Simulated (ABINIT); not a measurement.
**AlN (P6_3mc): G0W0 with ABINIT, start to end**

How does a plane-wave GW calculation on AlN (P6_3mc) run from the first input to the gap?

Main program and level: ABINIT 10.8.3; PBE and many-body steps on it, plane waves.

The database entry behind the starting cell differs from later determinations by our own check (inner coordinate u about 0.002 short), so it need not match the best structure at ambient conditions.

### 1. Starting point

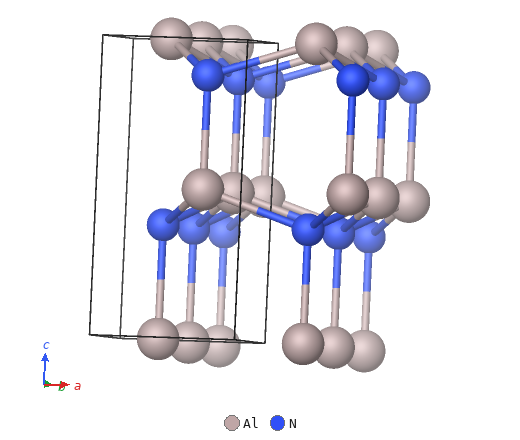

The starting structure, seen slightly off an axis (aluminium light grey, nitrogen blue). 2×3×1 cells are drawn. Some periodic images of atoms are drawn too.

The cell and positions come from the Crystallography Open Database and are kept as given unless a step says otherwise.

### 2. Ground state

This step: ABINIT 10.8.3; DFT, PBE, plane waves, norm-conserving pseudopotentials.

The ground-state density comes first.

run.abi

```
acell 3*1.0 Angstrom
rprim 
  3.113000000011 -0.000000000003 0.000000000000
  -1.556500000003 2.695937081992 0.000000000000
  0.000000000000 0.000000000000 4.981000000000
ntypat 2
znucl 13 7
natom 4
typat 1 1 2 2
xred 
  0.333333333333 0.666666666667 0.000000000000
  0.666666666667 0.333333333333 0.500000000000
  0.333333333333 0.666666666667 0.380000000000
  0.666666666667 0.333333333333 0.880000000000
pp_dirpath "pseudos"
pseudos "Al.upf, N.upf"
ecut 36
ngkpt 6 6 4
nshiftk 1
shiftk 0 0 0
kptopt 1
chksymbreak 0
nband 14
occopt 1
tolvrs 1e-10
nstep 60
prtwf 0
optforces 0
optstress 0
indata_prefix "in"
outdata_prefix "out"
tmpdata_prefix "tmp"
```

Launch:

```bash
$ OMP_NUM_THREADS=1 mpirun -n 8 abinit run.abi > log
```

Numbers of over 12 decimals in the logs are rounded to 6 here.

Log:

```text
.Version 10.8.3 of ABINIT. v10.8.2 released Aug 2026.

 Symmetries : space group P6_3 m c (#186); Bravais hP (primitive hexag.)
================================================================================
 Values of the parameters that define the memory need of the present run
     intxc =       0    ionmov =       0      iscf =       7    lmnmax =       6
     lnmax =       6     mgfft =      54  mpssoang =       3    mqgrid =    3001
     natom =       4  nloc_mem =       1    nspden =       1   nspinor =       1
    nsppol =       1      nsym =      12    n1xccc =    2501    ntypat =       2
    occopt =       1   xclevel =       2
-    mband =          14        mffmem =           1         mkmem =           3
       mpw =        2934          nfft =       55296          nkpt =          21
================================================================================
  Rough estimation (10% accuracy) of disk space for files :
================================================================================

--------------------------------------------------------------------------------
------------- Echo of variables that govern the present computation ------------
--------------------------------------------------------------------------------
 -outvars: echo values of preprocessed input variables --------
            acell      1.8897261259E+00  1.8897261259E+00  1.8897261259E+00 Bohr

      chksymbreak           0
             ecut      3.60000000E+01 Hartree
-          fftalg         312

              ixc     -101130
              kpt      0.00000000E+00  0.00000000E+00  0.00000000E+00
                       1.66666667E-01  0.00000000E+00  0.00000000E+00
                       3.33333333E-01  0.00000000E+00  0.00000000E+00
                       5.00000000E-01  0.00000000E+00  0.00000000E+00
                       1.66666667E-01  1.66666667E-01  0.00000000E+00
                       3.33333333E-01  1.66666667E-01  0.00000000E+00
                       3.33333333E-01  3.33333333E-01  0.00000000E+00
                       0.00000000E+00  0.00000000E+00  2.50000000E-01
                       1.66666667E-01  0.00000000E+00  2.50000000E-01
   [... 10 further rows ...]
                       3.33333333E-01  1.66666667E-01  5.00000000E-01
                       3.33333333E-01  3.33333333E-01  5.00000000E-01
         kptrlatt        6    0    0      0    6    0      0    0    4
          kptrlen      3.52963046E+01
P           mkmem           3
            natom           4
            nband          14
            ngfft          32      32      54
             nkpt          21
            nstep          60
             nsym          12
           ntypat           2
              occ      2.000000  2.000000  2.000000  2.000000  2.000000  2.000000
                       2.000000  2.000000  0.000000  0.000000  0.000000  0.000000
                       0.000000  0.000000
        optforces           0
        optstress           0
            prtwf           0
            rprim      3.1130000000E+00 -3.0000000000E-12  0.0000000000E+00
[...]
spgroup         186

           tolvrs      1.00000000E-10

             xred      3.3333333333E-01  6.6666666667E-01  1.1102230246E-16
[...]
znucl       13.00000    7.00000

================================================================================

 chkinp: Checking input parameters for consistency.

================================================================================
== DATASET  1 ==================================================================
-   mpi_nproc: 8, omp_nthreads: 1 (-1 if OMP is not activated)

--- !DatasetInfo
iteration_state: {dtset: 1, }
dimensions: {natom: 4, nkpt: 21, mband: 14, nsppol: 1, nspinor: 1, nspden: 1, mpw: 2934, }
cutoff_energies: {ecut:  36.0, pawecutdg:  -1.0, }
electrons: {nelect:   1.60000000E+01, charge:   0.00000000E+00, occopt:   1.00000000E+00, tsmear:   1.00000000E-02, }

 Real(R)+Recip(G) space primitive vectors, cartesian coordinates (Bohr,Bohr^-1):
 R(1)=  5.8827174  0.0000000  0.0000000  G(1)=  0.1699895  0.0981435  0.0000000
 R(2)= -2.9413587  5.0945827  0.0000000  G(2)=  0.0000000  0.1962869  0.0000000
 R(3)=  0.0000000  0.0000000  9.4127258  G(3)=  0.0000000  0.0000000  0.1062392
 Unit cell volume ucvol=  2.8209931E+02 bohr^3
 Angles (23,13,12)=  9.00000000E+01  9.00000000E+01  1.20000000E+02 degrees

 getcut: wavevector=  0.0000  0.0000  0.0000  ngfft=  32  32  54
         ecut(hartree)=     36.000   => boxcut(ratio)=   2.01398

--- Pseudopotential description ------------------------------------------------
- Al Generated using ONCVPSP code by D. R. Hamann
- 13.00000   3.00000  171031                  znucl, zion, pspdat
12 -101130 2 -1 1876                          pspcod,pspxc,lmax,lloc,mmax
     nproj     2     2     2
  pspatm : epsatm=    4.08140545
         --- l  ekb(1:nproj) -->
[...]
pspatm: atomic psp has been read  and splines computed

- N Generated using ONCVPSP code by D. R. Hamann
-  7.00000   5.00000  171031                  znucl, zion, pspdat
12 -101130 1 -1 1058                          pspcod,pspxc,lmax,lloc,mmax
     nproj     2     2     0
  pspatm : epsatm=    5.20977870
         --- l  ekb(1:nproj) -->
[...]
pspatm: atomic psp has been read  and splines computed

   2.97317893E+02                                ecore*ucvol(ha*bohr**3)
--------------------------------------------------------------------------------

_setup2: Arith. and geom. avg. npw (full set) are    2910.285    2910.260

================================================================================

--- !BeginCycle
iteration_state: {dtset: 1, }
solver: {iscf: 7, nstep: 60, nline: 4, wfoptalg: 0, }
tolerances: {tolvrs: 1.00E-10, }

     iter   Etot(hartree)      deltaE(h)  residm     vres2
 ETOT  1  -25.271539827214    -2.527E+01 6.107E-02 8.448E+02
 ETOT  2  -25.352258701810    -8.072E-02 1.435E-02 6.550E+02
 ETOT  3  -25.587401781115    -2.351E-01 2.152E-02 9.364E-01
 ETOT  4  -25.588085893888    -6.841E-04 8.287E-03 1.660E-02
 ETOT  5  -25.588088186692    -2.293E-06 3.580E-03 1.904E-03
 ETOT  6  -25.588088419180    -2.325E-07 1.893E-03 2.744E-05
 ETOT  7  -25.588088426564    -7.385E-09 1.489E-03 4.553E-06
 ETOT  8  -25.588088428187    -1.622E-09 1.240E-03 2.558E-08
 ETOT  9  -25.588088428195    -7.653E-12 2.108E-03 7.436E-10
 ETOT 10  -25.588088428195    -3.944E-13 1.204E-03 6.680E-11

 At SCF step   10       vres2   =  6.68E-11 < tolvrs=  1.00E-10 =>converged.

--- !ResultsGS
iteration_state: {dtset: 1, }
comment   : Summary of ground state results
lattice_vectors:
- [  5.8827174,  -0.0000000,   0.0000000, ]
- [ -2.9413587,   5.0945827,   0.0000000, ]
- [  0.0000000,   0.0000000,   9.4127258, ]
lattice_lengths: [   5.88272,    5.88272,    9.41273, ]
lattice_angles: [ 90.000,  90.000, 120.000, ] # degrees, (23, 13, 12)
lattice_volume:   2.8209931E+02
convergence: {deltae: -3.944E-13, res2:  6.680E-11, residm:  1.204E-03, diffor:  0.000E+00, }
etotal    :  -2.55880884E+01
entropy   :   0.00000000E+00
fermie    :   1.95302428E-01
cartesian_stress_tensor: null
pressure_GPa: null
xred      :
- [  3.3333E-01,   6.6667E-01,   1.1102E-16, Al]
- [  6.6667E-01,   3.3333E-01,   5.0000E-01, Al]
- [  3.3333E-01,   6.6667E-01,   3.8000E-01,  N]
- [  6.6667E-01,   3.3333E-01,   8.8000E-01,  N]
cartesian_forces: null
force_length_stats: {min: null, max: null, mean: null, }

 Integrated electronic density in atomic spheres:
 ------------------------------------------------
 Atom  Sphere_radius  Integrated_density
[...]
4        2.00000          5.37790308
================================================================================

 ----iterations are completed or convergence reached----

 Mean square residual over all n,k,spin=   65.436E-07; max=  12.038E-04
 reduced coordinates (array xred) for    4 atoms
       0.333333333333      0.666666666667      0.000000000000
       0.666666666667      0.333333333333      0.500000000000
       0.333333333333      0.666666666667      0.380000000000
       0.666666666667      0.333333333333      0.880000000000
 rms dE/dt=  0.0000E+00; max dE/dt=  0.0000E+00; dE/dt below (all hartree)
    1       0.000000000000      0.000000000000      0.000000000000
    2       0.000000000000      0.000000000000      0.000000000000
    3       0.000000000000      0.000000000000      0.000000000000
    4       0.000000000000      0.000000000000      0.000000000000

 cartesian coordinates (angstrom) at end:
    1      1.67e-12     1.797291     0.000000
    2      1.556500     0.898646     2.490500
    3      1.67e-12     1.797291     1.892780
    4      1.556500     0.898646     4.383280
 length scales=  1.889726125908  1.889726125908  1.889726125908 bohr
              =  1.000000000000  1.000000000000  1.000000000000 angstroms
 prteigrs : about to open file out_EIG
 Fermi (or HOMO) energy (hartree) =   0.19530   Average Vxc (hartree)=  -0.39340
 Eigenvalues (hartree) for nkpt=  21  k points:
 kpt#   1, nband= 14, wtk=  0.00694, kpt=  0.0000  0.0000  0.0000 (reduced coord)
  -0.36127   -0.28223   -0.02425    0.16476    0.16476    0.18869    0.18869    0.19530
   0.35040    0.44063    0.58456    0.60656    0.60656    0.67969
 prteigrs : prtvol=0 or 1, do not print more k-points.

--- !EnergyTerms
iteration_state     : {dtset: 1, }
comment             : Components of total free energy in Hartree
kinetic             :  1.63754067525830E+01
hartree             :  5.68913969396399E+00
xc                  : -8.49822455013840E+00
Ewald energy        : -2.17432241271520E+01
psp_core            :  1.05394762412788E+00
local_psp           : -1.71233917846079E+01
non_local_psp       : -1.34174203697168E+00
total_energy        : -2.55880884281950E+01
total_energy_eV     : -6.96287357515931E+02
band_energy         :  5.39239398030489E-02

== END DATASET(S) ==============================================================
================================================================================

 -outvars: echo values of variables after computation  --------
           etotal     -2.5588088428E+01
            nband          14
             nkpt          21
          spgroup         186
 [... the other variables as echoed above ...]

 Calculation completed.
```

It took 5.4 s on 8 MPI ranks of Arm Neoverse V1, shared host; peak memory 0.53 GiB; 42 s of CPU time.

This step gave:

```
total energy               : -696.2874 eV
gap                        : 4.220 eV
k of the valence top       : 0, 0, 0
k of the conduction bottom : 0, 0, 0
least direct gap           : 4.220 eV
```

The gap is direct, at Γ.

(Continued in part 2 of 3.)

[Paths, hosts, dates, memory and timing lines, banners, echoed tables and standing remarks are left out of the program output.]

[Logs are printed without paths, hosts, clocks, repeated set-up lines and the standing remarks that a program may print on its own settings, such as how far it seeks lower states.]

[Runs of the session that timed out or met a known fault of the program may be left out.]

[Hosts, paths, dates, database ids (printed as entryN), source tags and the programs' standing remarks are cut or masked in the printed files.]

[G0W0 gaps are taken among the corrected bands and points alone; a level outside them can change the order at an edge.]

[Where Ansatz stands beside ABINIT at settings called matched, ABINIT's density can come from a denser mesh and the files from another edition; pairs whose starting gaps differed by over 0.03 eV were left out, so agreement reads better than it is.]
